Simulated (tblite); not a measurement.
Geometry relaxation, with input and output: C3H8BSi (part 1 of 2)

- system: C3H8BSi, multiplicity 2
- method: GFN2-xTB geometry optimisation, gas phase (tblite 0.8.0)

It belongs to a series of runs on one base structure; here: H removed from sp3 C.

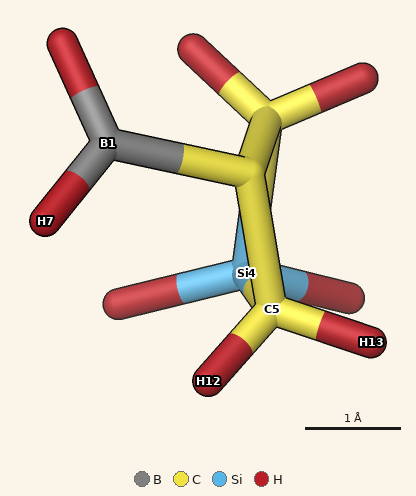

The structure as given in the input (stick view, seen at a tilt; atoms are numbered from 1 in the order of the input).

Input file
```
{"job": {"kind": "relax", "xc": "GFN2-xTB", "basis": "xTB"}, "charge": 0, "multiplicity": 2}
B      1.891800    -0.189800     0.328900
C      0.725000     0.031000    -0.732300
C     -0.136000     1.161900    -0.233600
Si    -1.438100     0.033100     0.424300
C     -0.390400    -0.999700    -0.677700
H      2.403100     0.748500     0.839200
H      2.171700    -1.257900     0.686600
H     -0.476800     1.798600    -1.064100
H      0.351800     1.763100     0.561200
H     -2.758800     0.414700    -0.043300
H     -1.330400    -0.349900     1.837700
H     -0.099300    -2.001600    -0.297000
H     -0.917900    -1.151600    -1.647700
```

The first line tells a small driver script what to run in tblite; the rest is the geometry in Å.

Machine: 1 CPU thread, shared host.

Command:
```bash
OMP_NUM_THREADS=1 python <driver script> task.json out
```

What the program printed
```
step      E/eV     max force
  0    -362.62520    3.548
  1    -362.97095    2.638
  2    -363.15310    1.585
  3    -363.30825    0.891
  4    -363.38969    0.802
  5    -363.44947    0.590
  6    -363.49390    0.557
  7    -363.53261    0.440
  8    -363.55762    0.441
  9    -363.57774    0.359
 10    -363.60037    0.462
 11    -363.62383    0.567
 12    -363.64485    0.485
 13    -363.66336    0.376
 14    -363.68148    0.365
 15    -363.69648    0.340
 16    -363.70357    0.203
 17    -363.70641    0.110
 18    -363.70924    0.151
 19    -363.71196    0.140
 20    -363.71391    0.109
 21    -363.71486    0.079
 22    -363.71558    0.094
 23    -363.71669    0.109
 24    -363.71853    0.153
 25    -363.72101    0.186
 26    -363.72343    0.158
 27    -363.72542    0.131
 28    -363.72728    0.159
 29    -363.72955    0.144
 30    -363.73211    0.137
 31    -363.73427    0.118
 32    -363.73597    0.118
 33    -363.73788    0.149
 34    -363.74051    0.149
 35    -363.74343    0.136
 36    -363.74579    0.112
 37    -363.74715    0.085
 38    -363.74805    0.094
 39    -363.74926    0.101
 40    -363.75072    0.099
 41    -363.75220    0.113
 42    -363.75342    0.081
 43    -363.75435    0.068
 44    -363.75512    0.064
 45    -363.75579    0.055
 46    -363.75636    0.069
 47    -363.75690    0.081
 48    -363.75754    0.081
 49    -363.75851    0.074
 50    -363.75906    0.069
 51    -363.75935    0.036
 52    -363.75945    0.021
 53    -363.75950    0.017
 54    -363.75956    0.020
 55    -363.75963    0.025
 56    -363.75972    0.034
 57    -363.75983    0.027
 58    -363.75994    0.024
 59    -363.76003    0.023
 60    -363.76011    0.023
 61    -363.76019    0.023
 62    -363.76025    0.017
 63    -363.76031    0.018
 64    -363.76037    0.020
 65    -363.76044    0.022
 66    -363.76051    0.017
 67    -363.76054    0.012
 68    -363.76056    0.011
 69    -363.76058    0.013
 70    -363.76061    0.016
 71    -363.76066    0.018
 72    -363.76070    0.015
 73    -363.76073    0.013
 74    -363.76075    0.013
 75    -363.76079    0.014
 76    -363.76083    0.018
 77    -363.76087    0.015
 78    -363.76090    0.014
 79    -363.76093    0.013
 80    -363.76096    0.013
 81    -363.76100    0.014
 82    -363.76102    0.008
```

Trajectory as extended XYZ (Å, eV, eV/Å), 36 of the 83 frames kept, from step=0 to step=82
```
13
Properties=species:S:1:pos:R:3:forces:R:3 step=0 energy=-362.62520
B     1.8918   -0.1898    0.3289   -0.4540   0.4190  -1.3810
C     0.7250    0.0310   -0.7323   -0.1280  -0.7940   3.4560
C    -0.1360    1.1619   -0.2336    1.1070   2.4120  -0.3190
Si   -1.4381    0.0331    0.4243   -1.4330   0.0860   1.1510
C    -0.3904   -0.9997   -0.6777    0.6930  -2.4090  -1.8100
H     2.4031    0.7485    0.8392   -0.0490  -0.2240  -0.2650
H     2.1717   -1.2579    0.6866    0.0820  -0.2580  -0.0290
H    -0.4768    1.7986   -1.0641    0.1020   0.1580   0.3790
H     0.3518    1.7631    0.5612   -0.0910   0.2260  -0.9050
H    -2.7588    0.4147   -0.0433   -0.3260  -0.0970   0.0770
H    -1.3304   -0.3499    1.8377   -0.0700   0.1240  -0.1240
H    -0.0993   -2.0016   -0.2970    0.0460   0.4000  -0.5780
H    -0.9179   -1.1516   -1.6477    0.5200  -0.0410   0.3480
13
Properties=species:S:1:pos:R:3:forces:R:3 step=2 energy=-363.15310
B     1.8869   -0.1837    0.2928    0.6210  -0.3630   0.2850
C     0.7045    0.0061   -0.6165   -1.0090  -0.1490   1.2130
C    -0.1134    1.2123   -0.2406   -0.3640  -0.2700   0.1480
Si   -1.4614    0.0358    0.4425    0.2880   0.0640  -0.4170
C    -0.3735   -1.0481   -0.7180   -0.1080   0.3030   0.4150
H     2.4014    0.7401    0.8276    0.0230  -0.1370  -0.3350
H     2.1740   -1.2622    0.6827    0.0940   0.0640  -0.2230
H    -0.4748    1.8107   -1.0588    0.0330   0.3810  -0.2270
H     0.3558    1.7815    0.5368    0.3520   0.7900  -0.1550
H    -2.7751    0.4119   -0.0414   -0.3350  -0.0850   0.0590
H    -1.3331   -0.3465    1.8379   -0.0610   0.0530   0.0920
H    -0.0927   -2.0021   -0.3149    0.2840  -0.5510  -0.2830
H    -0.9029   -1.1552   -1.6479    0.1830  -0.0990  -0.5700
13
Properties=species:S:1:pos:R:3:forces:R:3 step=5 energy=-363.44947
B     1.9224   -0.2128    0.2947   -0.3900  -0.0400   0.3940
C     0.6171   -0.0212   -0.4175    0.1290   0.1690  -0.4120
C    -0.1392    1.2482   -0.2197   -0.1480   0.1120   0.2420
Si   -1.4722    0.0433    0.4284   -0.3140  -0.0320   0.1210
C    -0.3925   -1.0770   -0.7079   -0.2860  -0.0270   0.2880
H     2.4148    0.7268    0.7840    0.3580   0.0850  -0.1440
H     2.2002   -1.2778    0.6574    0.4250  -0.3950  -0.1080
H    -0.4632    1.8479   -1.0747    0.1600  -0.2650   0.0000
H     0.3883    1.8783    0.4917   -0.1320   0.2790  -0.1780
H    -2.8178    0.3967   -0.0307   -0.0370  -0.1280   0.0770
H    -1.3429   -0.3346    1.8380   -0.0710   0.1040  -0.1510
H    -0.0623   -2.0556   -0.3650   -0.1160  -0.0320  -0.2120
H    -0.8570   -1.1618   -1.6965    0.4230   0.1710   0.0810
13
Properties=species:S:1:pos:R:3:forces:R:3 step=7 energy=-363.53261
B     1.9091   -0.2289    0.3295   -0.3020   0.0320   0.1830
C     0.5971   -0.0166   -0.3844    0.1520  -0.0360  -0.0520
C    -0.1631    1.2618   -0.1943    0.2690   0.0510  -0.1210
Si   -1.4951    0.0442    0.4284   -0.2570   0.0360   0.1660
C    -0.4218   -1.0825   -0.6797    0.3130  -0.0200  -0.2620
H     2.4463    0.7276    0.7577    0.2070  -0.1500  -0.1220
H     2.2405   -1.3096    0.6391    0.2130  -0.0240  -0.1560
H    -0.4481    1.8407   -1.0817    0.0100  -0.3600   0.0670
H     0.3902    1.9335    0.4654   -0.2890  -0.0030  -0.0510
H    -2.8364    0.3819   -0.0215   -0.2010  -0.0620  -0.0030
H    -1.3518   -0.3230    1.8286   -0.0750   0.0470   0.0660
H    -0.0607   -2.0781   -0.3964   -0.2770   0.2600  -0.0080
H    -0.8106   -1.1506   -1.7083    0.2370   0.2290   0.2920
13
Properties=species:S:1:pos:R:3:forces:R:3 step=9 energy=-363.57774
B     1.8881   -0.2368    0.3625    0.2130  -0.0450  -0.0050
C     0.5999   -0.0132   -0.3839    0.0880  -0.0810   0.3380
C    -0.1640    1.2622   -0.1873    0.1100  -0.1930  -0.1150
Si   -1.5161    0.0468    0.4334    0.0860   0.0620  -0.0950
C    -0.4211   -1.0765   -0.6732    0.2450   0.2410  -0.0670
H     2.4747    0.7191    0.7387    0.0520  -0.2310  -0.0520
H     2.2728   -1.3253    0.6207   -0.0010   0.2000  -0.1320
H    -0.4411    1.8140   -1.0841   -0.1180  -0.1940  -0.1380
H     0.3733    1.9591    0.4533   -0.1830  -0.0400   0.0750
H    -2.8570    0.3710   -0.0175   -0.2380  -0.0360  -0.0220
H    -1.3607   -0.3148    1.8287   -0.0780   0.0160   0.1610
H    -0.0770   -2.0753   -0.4092   -0.1450   0.0880   0.1470
H    -0.7762   -1.1299   -1.6999   -0.0310   0.2130  -0.0940
13
Properties=species:S:1:pos:R:3:forces:R:3 step=12 energy=-363.64485
B     1.8970   -0.2590    0.4087    0.4280  -0.0030  -0.2290
C     0.6071   -0.0199   -0.3019    0.0000   0.0730   0.0640
C    -0.1577    1.2527   -0.1845   -0.2380   0.0220   0.0850
Si   -1.5469    0.0598    0.4299    0.0570  -0.0260  -0.0990
C    -0.3999   -1.0482   -0.6698   -0.3050   0.0070   0.1400
H     2.5355    0.6749    0.6980    0.1560   0.1090   0.1770
H     2.3312   -1.3326    0.5697   -0.0150  -0.1330   0.0260
H    -0.4435    1.7434   -1.1131   -0.0120  -0.1640  -0.1740
H     0.3219    2.0073    0.4352   -0.0780  -0.0950   0.0820
H    -2.9239    0.3429   -0.0095    0.1750  -0.0710   0.0650
H    -1.3907   -0.2945    1.8443   -0.1130   0.0740  -0.1490
H    -0.1196   -2.0656   -0.4157   -0.0150  -0.0140   0.1450
H    -0.7150   -1.0607   -1.7092   -0.0410   0.2200  -0.1330
13
Properties=species:S:1:pos:R:3:forces:R:3 step=14 energy=-363.68148
B     1.9359   -0.2713    0.4153   -0.0250   0.1230  -0.3430
C     0.6133   -0.0203   -0.2439   -0.0560   0.0100  -0.1340
C    -0.1681    1.2474   -0.1796   -0.0960   0.1160   0.0370
Si   -1.5618    0.0662    0.4209   -0.1520  -0.0680   0.0810
C    -0.4042   -1.0293   -0.6613   -0.1090  -0.1450   0.0080
H     2.5854    0.6540    0.6879    0.2120   0.1990   0.1970
H     2.3646   -1.3450    0.5397    0.0390  -0.2620   0.0460
H    -0.4470    1.6842   -1.1442    0.1250  -0.1410   0.0570
H     0.2809    2.0262    0.4320   -0.0790  -0.0320   0.0040
H    -2.9527    0.3203   -0.0002    0.2310  -0.0430   0.0410
H    -1.4189   -0.2762    1.8439   -0.1010   0.0740  -0.2060
H    -0.1499   -2.0569   -0.4059   -0.0620   0.0720  -0.0110
H    -0.6819   -0.9988   -1.7223    0.0730   0.0960   0.2230
13
Properties=species:S:1:pos:R:3:forces:R:3 step=16 energy=-363.70357
B     1.9604   -0.2677    0.3926   -0.0660   0.0680  -0.1790
C     0.6191   -0.0174   -0.2425   -0.0090  -0.0290  -0.0480
C    -0.1789    1.2430   -0.1774    0.0580   0.0090   0.0240
Si   -1.5683    0.0644    0.4180   -0.0890  -0.0210   0.0680
C    -0.4121   -1.0225   -0.6546    0.1100  -0.0650   0.0140
H     2.6133    0.6572    0.7027    0.0490  -0.0190   0.0550
H     2.3720   -1.3583    0.5335   -0.0170   0.0110  -0.0300
H    -0.4446    1.6515   -1.1561    0.1020   0.0030   0.0810
H     0.2583    2.0208    0.4390   -0.0480   0.0840  -0.0340
H    -2.9461    0.3108    0.0043   -0.0330   0.0090  -0.0520
H    -1.4359   -0.2662    1.8330   -0.0610   0.0170   0.0030
H    -0.1663   -2.0473   -0.3937   -0.0410  -0.0340  -0.0860
H    -0.6753   -0.9677   -1.7166    0.0440  -0.0320   0.1840
13
Properties=species:S:1:pos:R:3:forces:R:3 step=19 energy=-363.71196
B     1.9683   -0.2636    0.3726    0.1310  -0.0260   0.0420
C     0.6193   -0.0180   -0.2374    0.0730   0.0420   0.0190
C    -0.1804    1.2412   -0.1706   -0.0340  -0.0420   0.0290
Si   -1.5794    0.0631    0.4201    0.0500   0.0230  -0.0610
C    -0.4071   -1.0239   -0.6440   -0.0400   0.0360   0.1050
H     2.6309    0.6513    0.7080   -0.0400  -0.0680  -0.0330
H     2.3763   -1.3601    0.5221   -0.0460   0.0990  -0.0810
H    -0.4314    1.6391   -1.1543    0.0230   0.0430  -0.0080
H     0.2440    2.0355    0.4347   -0.0080   0.0000   0.0070
H    -2.9543    0.3064   -0.0003   -0.0510   0.0100  -0.0630
H    -1.4515   -0.2596    1.8329   -0.0530  -0.0050   0.0810
H    -0.1759   -2.0536   -0.4014    0.0420  -0.0860   0.0050
H    -0.6635   -0.9574   -1.7000   -0.0460  -0.0250  -0.0430
13
Properties=species:S:1:pos:R:3:forces:R:3 step=21 energy=-363.71486
B     1.9785   -0.2630    0.3651    0.0220  -0.0040   0.0500
C     0.6236   -0.0169   -0.2297    0.0160   0.0090   0.0020
C    -0.1819    1.2394   -0.1660   -0.0230  -0.0040  -0.0020
Si   -1.5847    0.0641    0.4190   -0.0060   0.0140   0.0030
C    -0.4052   -1.0237   -0.6346   -0.0200   0.0000   0.0250
H     2.6401    0.6439    0.7078    0.0190   0.0240  -0.0210
H     2.3783   -1.3569    0.5100    0.0150  -0.0260  -0.0730
H    -0.4234    1.6330   -1.1543    0.0000   0.0320  -0.0120
H     0.2345    2.0439    0.4322    0.0070  -0.0380   0.0340
H    -2.9629    0.3038   -0.0060    0.0190   0.0000  -0.0450
H    -1.4637   -0.2556    1.8372   -0.0580   0.0120   0.0100
H    -0.1797   -2.0601   -0.4053    0.0490   0.0020   0.0370
H    -0.6580   -0.9514   -1.6931   -0.0410  -0.0210  -0.0070
13
Properties=species:S:1:pos:R:3:forces:R:3 step=23 energy=-363.71669
B     1.9844   -0.2619    0.3641   -0.0870   0.0160  -0.0150
C     0.6280   -0.0153   -0.2306   -0.0630  -0.0370   0.0090
C    -0.1836    1.2380   -0.1647    0.0310   0.0310  -0.0240
Si   -1.5862    0.0654    0.4191   -0.0390  -0.0080   0.0450
C    -0.4054   -1.0242   -0.6286    0.0540  -0.0310  -0.0530
H     2.6434    0.6436    0.7075    0.0550   0.0550  -0.0010
H     2.3778   -1.3563    0.4994    0.0580  -0.0770  -0.0510
H    -0.4198    1.6354   -1.1539   -0.0050   0.0150   0.0130
H     0.2320    2.0415    0.4354    0.0060  -0.0270   0.0390
H    -2.9631    0.3040   -0.0137    0.0330  -0.0030  -0.0370
H    -1.4736   -0.2537    1.8403   -0.0560   0.0250  -0.0290
H    -0.1760   -2.0627   -0.4029    0.0250   0.0640   0.0380
H    -0.6622   -0.9533   -1.6891   -0.0130  -0.0220   0.0660
13
Properties=species:S:1:pos:R:3:forces:R:3 step=26 energy=-363.72343
B     1.9991   -0.2574    0.3567   -0.1180  -0.0170  -0.1040
C     0.6335   -0.0142   -0.2259   -0.0910  -0.0180   0.0350
C    -0.1876    1.2361   -0.1609    0.0490   0.0310   0.0190
Si   -1.5966    0.0694    0.4225    0.0170  -0.0390  -0.0240
C    -0.3992   -1.0293   -0.6076    0.0380  -0.0040  -0.0390
H     2.6663    0.6469    0.7037   -0.0250  -0.0610  -0.0210
H     2.3876   -1.3630    0.4424    0.0830   0.0400   0.0000
H    -0.4048    1.6483   -1.1500   -0.0210  -0.0240   0.0650
H     0.2223    2.0303    0.4551    0.0180   0.0100   0.0250
H    -2.9610    0.3033   -0.0544    0.0420  -0.0120  -0.0160
H    -1.5284   -0.2397    1.8499   -0.0270   0.0400  -0.0620
H    -0.1550   -2.0656   -0.3860   -0.0160   0.0710   0.0580
H    -0.6805   -0.9646   -1.6633    0.0520  -0.0170   0.0650
13
Properties=species:S:1:pos:R:3:forces:R:3 step=28 energy=-363.72728
B     2.0014   -0.2577    0.3465    0.0350  -0.0370  -0.0310
C     0.6286   -0.0152   -0.2136    0.0290   0.0460  -0.0080
C    -0.1879    1.2376   -0.1561   -0.0360  -0.0190   0.0770
Si   -1.6024    0.0695    0.4217    0.0360   0.0010  -0.0680
C    -0.3945   -1.0317   -0.5976   -0.0760   0.0350   0.0650
H     2.6794    0.6422    0.6977   -0.1010  -0.1110  -0.0540
H     2.4016   -1.3645    0.4094    0.0390   0.1040  -0.0040
H    -0.3979    1.6511   -1.1451   -0.0240  -0.0170   0.0450
H     0.2172    2.0291    0.4660    0.0300   0.0170   0.0210
H    -2.9595    0.3003   -0.0766    0.0340  -0.0140  -0.0170
H    -1.5615   -0.2280    1.8505   -0.0050   0.0270  -0.0330
H    -0.1459   -2.0635   -0.3736   -0.0090  -0.0180   0.0730
H    -0.6831   -0.9688   -1.6471    0.0480  -0.0140  -0.0660
13
Properties=species:S:1:pos:R:3:forces:R:3 step=30 energy=-363.73211
B     2.0048   -0.2610    0.3296    0.1300  -0.0330   0.0280
C     0.6236   -0.0136   -0.1982    0.0990   0.0300  -0.0580
C    -0.1900    1.2393   -0.1435   -0.0560  -0.0260   0.0730
Si   -1.6090    0.0696    0.4166   -0.0260   0.0520  -0.0120
C    -0.3933   -1.0331   -0.5814   -0.0890   0.0180   0.0540
H     2.6895    0.6277    0.6857   -0.0760  -0.0130  -0.0370
H     2.4249   -1.3598    0.3668   -0.0070   0.0380  -0.0200
H    -0.3913    1.6515   -1.1343   -0.0260   0.0040   0.0320
H     0.2123    2.0300    0.4814    0.0250   0.0140   0.0220
H    -2.9551    0.2948   -0.1061   -0.0150  -0.0030  -0.0380
H    -1.6042   -0.2100    1.8473    0.0190   0.0060   0.0080
H    -0.1367   -2.0604   -0.3514   -0.0280  -0.0550   0.0700
H    -0.6798   -0.9744   -1.6304    0.0510  -0.0320  -0.1210
13
Properties=species:S:1:pos:R:3:forces:R:3 step=33 energy=-363.73788
B     2.0215   -0.2656    0.3042   -0.0170   0.0290  -0.0550
C     0.6297   -0.0100   -0.1934   -0.0310  -0.0640   0.0070
C    -0.1949    1.2379   -0.1195    0.0780   0.0010  -0.0100
Si   -1.6242    0.0758    0.4124   -0.0580   0.0160   0.0310
C    -0.3959   -1.0351   -0.5539    0.0490  -0.0190  -0.0760
H     2.6992    0.6142    0.6690    0.0470   0.1380   0.0330
H     2.4553   -1.3533    0.2972    0.0080  -0.0970  -0.0160
H    -0.3831    1.6571   -1.1111   -0.0320   0.0220   0.0550
H     0.2070    2.0255    0.5112    0.0080  -0.0050   0.0130
H    -2.9492    0.2891   -0.1611   -0.0610   0.0150  -0.0370
H    -1.6693   -0.1833    1.8459    0.0300  -0.0050   0.0140
H    -0.1257   -2.0591   -0.3080   -0.1000   0.0390   0.0260
H    -0.6748   -0.9928   -1.6107    0.0800  -0.0700   0.0140
13
Properties=species:S:1:pos:R:3:forces:R:3 step=35 energy=-363.74343
B     2.0379   -0.2679    0.2767   -0.0860   0.0790  -0.0630
C     0.6351   -0.0119   -0.1960   -0.0780  -0.0350   0.0900
C    -0.1929    1.2352   -0.0967    0.0910  -0.0150  -0.0420
Si   -1.6406    0.0843    0.4098    0.0210  -0.0570  -0.0550
C    -0.3986   -1.0377   -0.5373    0.0500   0.0030  -0.0460
H     2.7016    0.6177    0.6571    0.0640   0.0810   0.0220
H     2.4790   -1.3532    0.2404    0.0120  -0.0500  -0.0120
H    -0.3835    1.6689   -1.0814   -0.0070   0.0300   0.0260
H     0.2097    2.0182    0.5410    0.0120  -0.0410   0.0090
H    -2.9470    0.2876   -0.2133   -0.0340   0.0250   0.0110
H    -1.7160   -0.1624    1.8449    0.0150  -0.0140  -0.0050
H    -0.1270   -2.0556   -0.2623   -0.1200   0.0620  -0.0180
H    -0.6621   -1.0227   -1.6006    0.0610  -0.0690   0.0830
13
Properties=species:S:1:pos:R:3:forces:R:3 step=37 energy=-363.74715
B     2.0415   -0.2661    0.2620    0.0000   0.0370   0.0320
C     0.6330   -0.0156   -0.1931    0.0000   0.0270   0.0440
C    -0.1868    1.2336   -0.0876   -0.0210  -0.0090  -0.0150
Si   -1.6457    0.0859    0.4047    0.0330  -0.0480  -0.0620
C    -0.4008   -1.0383   -0.5371   -0.0210   0.0190   0.0430
H     2.6981    0.6261    0.6527    0.0280  -0.0090  -0.0270
H     2.4875   -1.3545    0.2253   -0.0160   0.0640  -0.0220
H    -0.3891    1.6765   -1.0648    0.0330   0.0220  -0.0220
H     0.2170    2.0144    0.5524    0.0190  -0.0580   0.0160
H    -2.9488    0.2893   -0.2298   -0.0010   0.0280   0.0370
H    -1.7231   -0.1568    1.8419    0.0010  -0.0200  -0.0350
H    -0.1401   -2.0512   -0.2426   -0.0710  -0.0170  -0.0080
H    -0.6469   -1.0426   -1.6017    0.0180  -0.0350   0.0190
13
Properties=species:S:1:pos:R:3:forces:R:3 step=40 energy=-363.75072
B     2.0487   -0.2594    0.2509    0.0220  -0.0180   0.0500
C     0.6316   -0.0159   -0.1772    0.0190  -0.0190  -0.0520
C    -0.1860    1.2317   -0.0785   -0.0560   0.0090   0.0130
Si   -1.6535    0.0825    0.3927   -0.0610   0.0660   0.0410
C    -0.4030   -1.0386   -0.5253    0.0000  -0.0550  -0.0020
H     2.7096    0.6297    0.6411    0.0140  -0.0020  -0.0310
H     2.4995   -1.3459    0.1911   -0.0170   0.0790  -0.0150
H    -0.3835    1.6841   -1.0527    0.0560   0.0000  -0.0200
H     0.2206    2.0040    0.5689   -0.0070  -0.0160   0.0280
H    -2.9535    0.2933   -0.2475    0.0170   0.0240   0.0360
H    -1.7449   -0.1496    1.8331    0.0010  -0.0250  -0.0680
H    -0.1626   -2.0518   -0.2213    0.0100  -0.0690   0.0550
H    -0.6275   -1.0636   -1.5931    0.0010   0.0270  -0.0340
```
